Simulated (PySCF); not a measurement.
```yaml
atoms:
  - { symbol: S, position_ang: [1.6097, 1.4649, 2.7540] }
  - { symbol: Si, position_ang: [1.1063, 1.5865, 0.6692] }
  - { symbol: N, position_ang: [0.6898, 0.0037, 0.1674] }
  - { symbol: C, position_ang: [-0.1825, -0.8833, 0.9130] }
  - { symbol: C, position_ang: [-1.5292, -0.8431, 0.1724] }
  - { symbol: C, position_ang: [-1.1589, -0.4014, -1.2554] }
  - { symbol: C, position_ang: [0.3707, -0.2686, -1.2173] }
  - { symbol: H, position_ang: [2.4274, 0.4299, 2.6508] }
  - { symbol: H, position_ang: [0.1005, 2.6479, 0.6524] }
  - { symbol: H, position_ang: [2.2950, 1.9398, -0.0982] }
  - { symbol: H, position_ang: [0.2376, -1.8960, 0.8719] }
  - { symbol: H, position_ang: [-0.2602, -0.5794, 1.9554] }
  - { symbol: H, position_ang: [-2.0168, -1.8161, 0.1883] }
  - { symbol: H, position_ang: [-2.1959, -0.1193, 0.6399] }
  - { symbol: H, position_ang: [-1.4784, -1.1200, -2.0077] }
  - { symbol: H, position_ang: [-1.6102, 0.5622, -1.4901] }
  - { symbol: H, position_ang: [0.7477, 0.5167, -1.8688] }
  - { symbol: H, position_ang: [0.8388, -1.2182, -1.5031] }
```

Geometry: GFN2-xTB.

The calculation used CAM-B3LYP/def2-SVPD, SCF density, gas phase (PySCF 2.14.0).

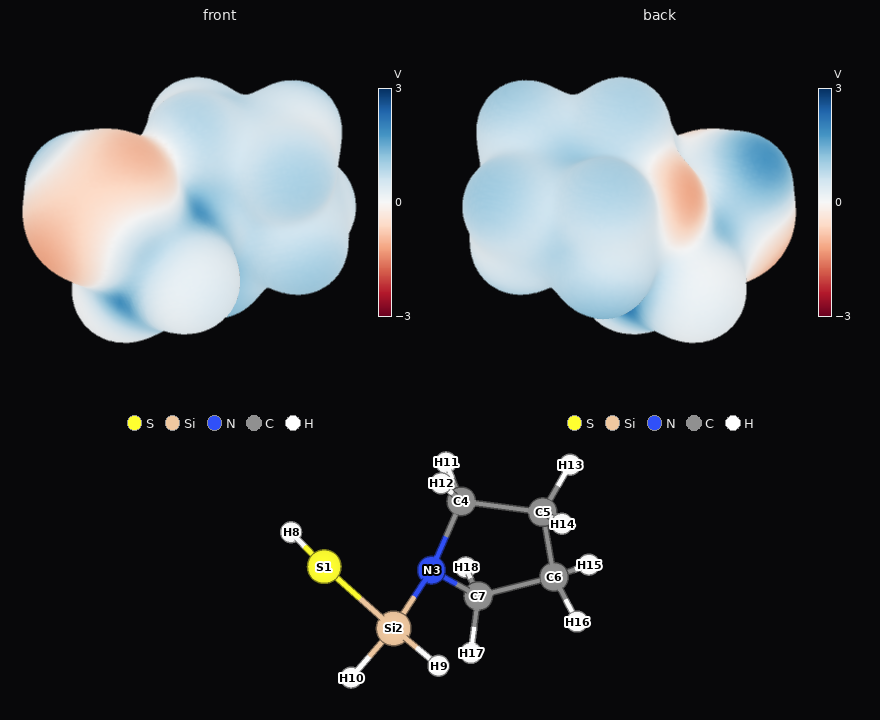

C4H11NSSi (SMILES S[SiH2]N1CCCC1). The molecular electrostatic potential painted on the density surface at 0.004 e/bohr³, seen from the front and from behind; red is negative and blue positive. The bare structure is drawn below in the same view.

### Describe the electrostatic potential map.

The most negative region (about −1.1 V) lies over S1 and N3, the most positive (about +2.2 V) over Si2.
